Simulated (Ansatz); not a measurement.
**BClFH3Si···NH3: density, localisation and related maps**

```xyz
11

B     0.1463   -0.5678   -0.3558
N     0.0662    0.1951    2.2738
H    -0.8793    0.3516    2.6295
H     0.6987    0.8166    2.7752
Cl    1.4980    0.4006   -0.9530
F    -1.0715   -0.1042   -0.5814
Si    0.4679   -2.3861    0.3502
H    -0.4087   -3.3937   -0.3247
H     1.8883   -2.7810    0.1314
H     0.1935   -2.5376    1.8134
H     0.3216   -0.7879    2.4884
```

Not at a stationary point (largest force 1.0 eV/Å).

All numbers below come from RKS CAM-B3LYP-D4/def2-SVP in Ansatz.

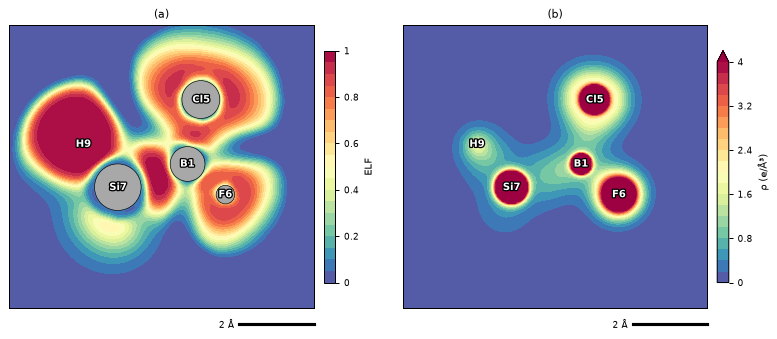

Figure 1. (a) ELF; (b) total electron density on the plane of atoms Cl5, B1 and Si7. Grey discs cover the atomic cores in the ELF map.

**Read the bonding off the picture.**

The plane passes through B, Cl, F, Si and H nuclei.
B–F (1.32 Å): the density is about 2.2 e/Å³ at the midpoint; the ELF peaks at about 0.85 between the atoms: a polar covalent bond.
B–Cl (1.77 Å): ρ at the midpoint is about 1.3 e/Å³; the ELF peaks at about 0.90 between the atoms; a shared but strongly polarised pair.
Si–B (1.98 Å): ρ is about 0.88 e/Å³ halfway; the ELF peaks at about 1 between the atoms, as expected for localised, covalent bonding.
Si–H (1.49 Å): the density is about 0.75 e/Å³ at the midpoint; the ELF climbs to about 1 towards the hydrogen, as it does in any bond to H.
The ELF also peaks beside F6 and Cl5, away from the bonds: lone-pair regions.

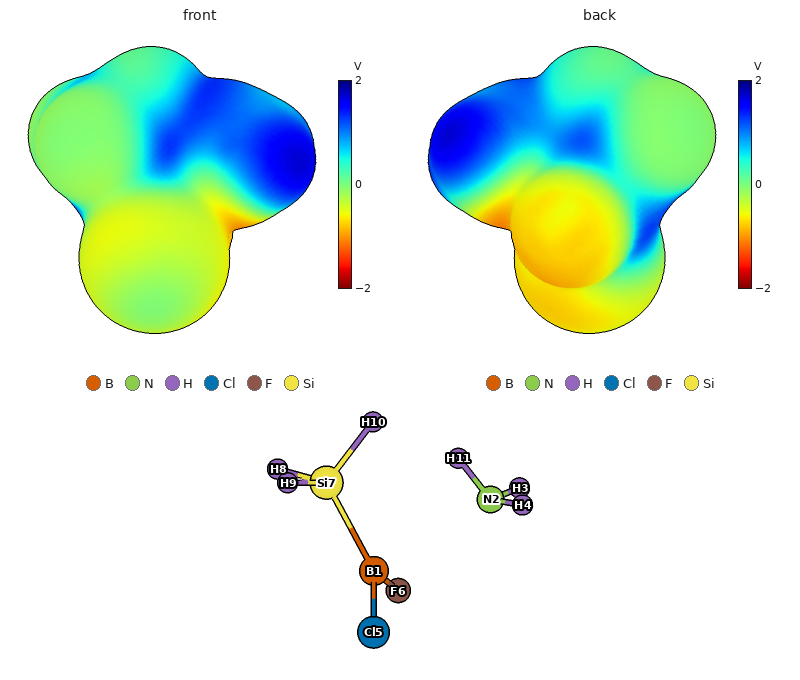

Figure 2. The electrostatic potential painted on the density surface at 0.002 e/bohr³, seen from the front and from behind; the colour scale runs from red (negative) to blue (positive). The bare structure is drawn below in the same view.

**Describe the electrostatic potential map.**

The most negative region (about −1.0 V) lies over the gap between the two molecules, near B1 and N2, the most positive (about +1.7 V) over H3 and H4. N2 is the likeliest acceptor of a hydrogen bond.

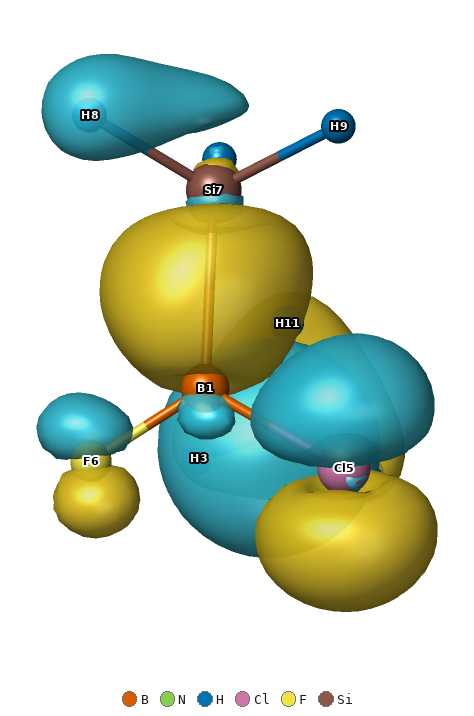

Figure 3. The HOMO at ±0.1 Å⁻³ᐟ² (yellow and cyan are the two phases), seen at an oblique angle.

**Where does this orbital lie, and at what energy?**

By Hirshfeld shares it lies mainly on N2 (about 40 %), Cl5 (about 20 %), Si7 (about 15 %) and B1 (about 10 %). Its energy is −9.16 eV.

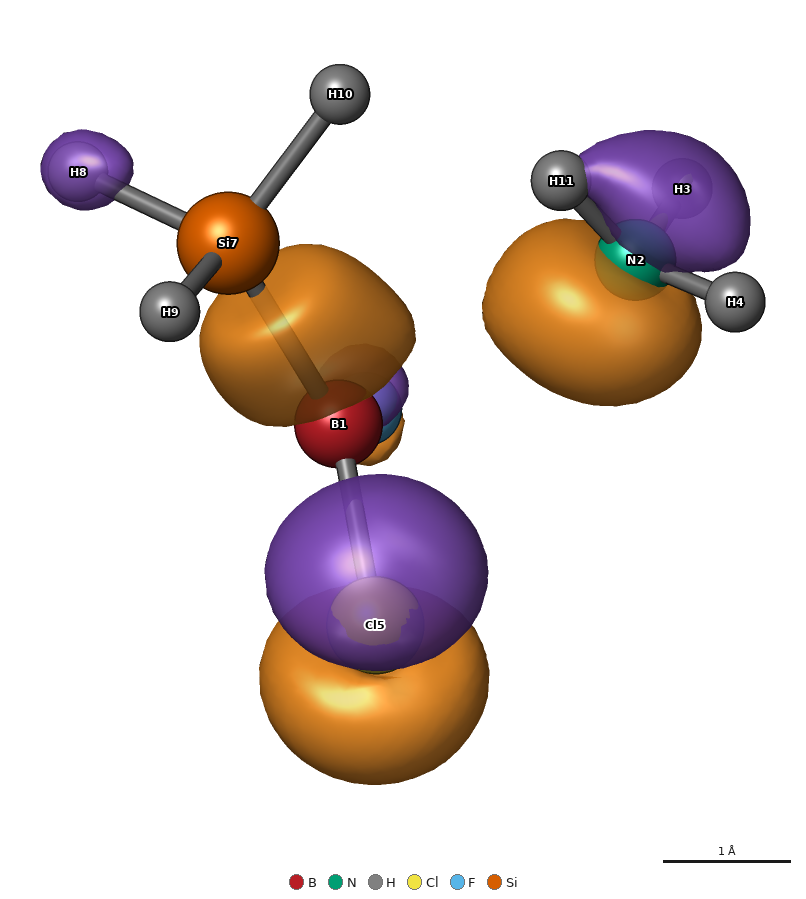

Figure 4. The HOMO−1 at ±0.15 Å⁻³ᐟ² (orange and purple are the two phases), seen at a tilt.

**What is the character of this orbital?**

Its weight (Hirshfeld) is mainly on Cl5 (about 40 %), N2 (about 25 %), B1 (about 10 %) and Si7 (about 10 %). Its energy is −9.84 eV.
